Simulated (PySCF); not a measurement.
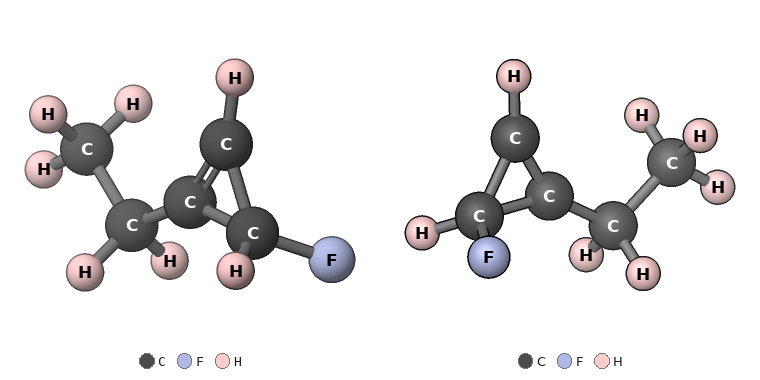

The same structure drawn twice, from different directions.

Computed geometry: PBE0-D3(BJ)/def2-SVP optimisation. No frequency run is at hand to confirm it as a minimum.

**Which formula does it have?**

C₅H₇F, 13 atoms: 5 carbon, 7 hydrogen and 1 fluorine.

**What is the point group of this geometry?**

C1.

**How many bonds of each kind are drawn?**

7 C–H, 5 C–C, 1 C–F.

**Does it have rings?**

Independent rings (smallest set): 1 of 3 members.

The parts below concern this one geometry. Atoms keep their numbers from picture to picture.

NMR shielding

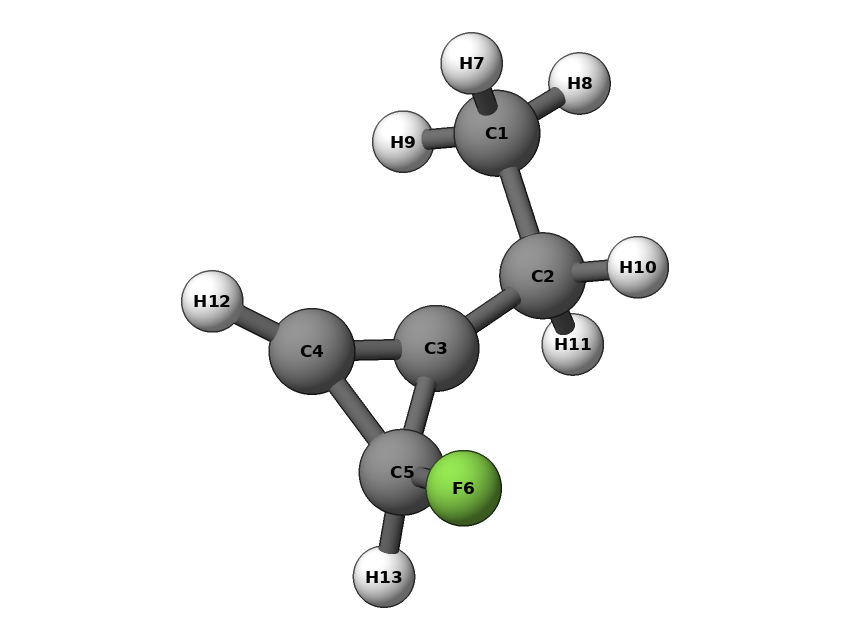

No frequency run is at hand to confirm it as a minimum. Properties computed with GIAO HF/pcSseg-1 NMR shielding, non-relativistic, gas phase (PySCF 2.14.0). Principal shieldings σ11 ≤ σ22 ≤ σ33, span Ω = σ33 − σ11, skew κ = 3(σiso − σ22)/Ω.

Give the shielding tensors of the F atoms.

| atom | σ11 | σ22 | σ33 | σiso | Ω | κ |
| --- | --- | --- | --- | --- | --- | --- |
| F6 | 275.0 | 389.7 | 459.6 | 374.7 | 184.6 | −0.24 |

Shieldings and span in ppm.

Levels of theory compared

No frequency run is at hand to confirm it as a minimum. Program: PySCF 2.14.0.

Tabulate dipole (D), HOMO–LUMO gap (eV), HOMO energy (eV) at these levels: B3LYP/pcSseg-1; B97-D/pcSseg-1; BLYP/pcSseg-1; BP86/pcSseg-1; KT2/pcSseg-1; KT3/pcSseg-1; LDA/pcSseg-1; OPBE/pcSseg-1; PBE/pcSseg-1.

```json
{"level": "B3LYP/pcSseg-1", "dipole (D)": "2.54", "HOMO–LUMO gap (eV)": "7.57", "HOMO energy (eV)": "−7.66"}
{"level": "B97-D/pcSseg-1", "dipole (D)": "2.47", "HOMO–LUMO gap (eV)": "5.71", "HOMO energy (eV)": "−6.52"}
{"level": "BLYP/pcSseg-1", "dipole (D)": "2.42", "HOMO–LUMO gap (eV)": "5.61", "HOMO energy (eV)": "−6.38"}
{"level": "BP86/pcSseg-1", "dipole (D)": "2.45", "HOMO–LUMO gap (eV)": "5.61", "HOMO energy (eV)": "−6.61"}
{"level": "KT2/pcSseg-1", "dipole (D)": "2.46", "HOMO–LUMO gap (eV)": "5.73", "HOMO energy (eV)": "−6.61"}
{"level": "KT3/pcSseg-1", "dipole (D)": "2.44", "HOMO–LUMO gap (eV)": "5.78", "HOMO energy (eV)": "−6.62"}
{"level": "LDA/pcSseg-1", "dipole (D)": "2.51", "HOMO–LUMO gap (eV)": "5.51", "HOMO energy (eV)": "−6.67"}
{"level": "OPBE/pcSseg-1", "dipole (D)": "2.43", "HOMO–LUMO gap (eV)": "5.67", "HOMO energy (eV)": "−6.46"}
{"level": "PBE/pcSseg-1", "dipole (D)": "2.43", "HOMO–LUMO gap (eV)": "5.58", "HOMO energy (eV)": "−6.49"}
```

Ring current

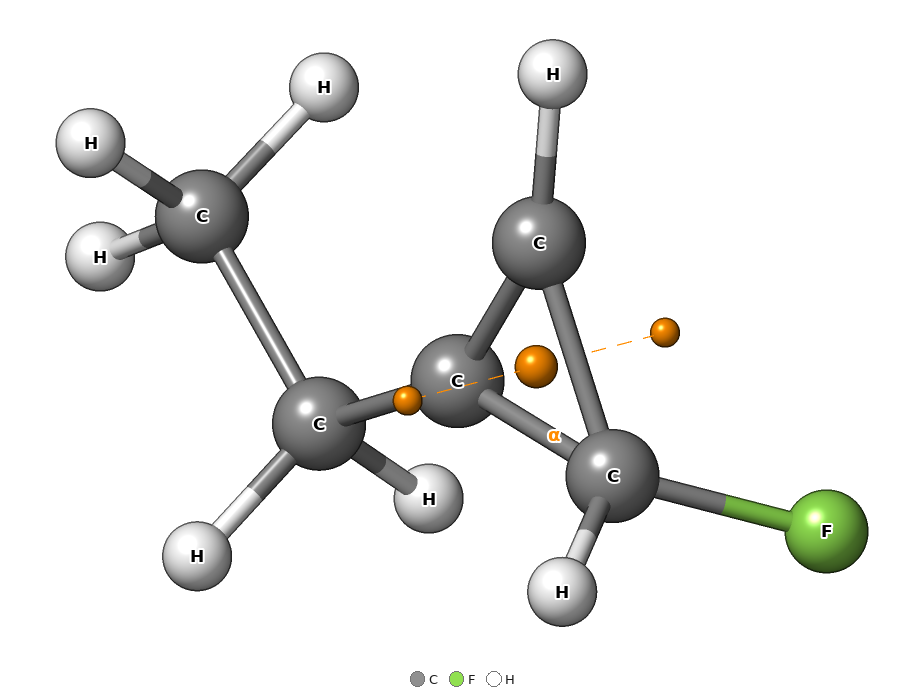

The small points mark where nucleus-independent chemical shifts (NICS) were computed: at the centre of each lettered ring and 1 Å above and below it. No frequency run is at hand to confirm it as a minimum. Properties computed with GIAO B97-D/pcSseg-1 NMR shielding, non-relativistic, gas phase (PySCF 2.14.0).

Give NICS(0), NICS(1) and the out-of-plane component NICS(1)zz for each ring (means of the two sides).

```
ring  members  NICS(0)  NICS(1)  NICS(1)zz
   α       C3    −28.7     −9.3      −17.2
```

Values in ppm.
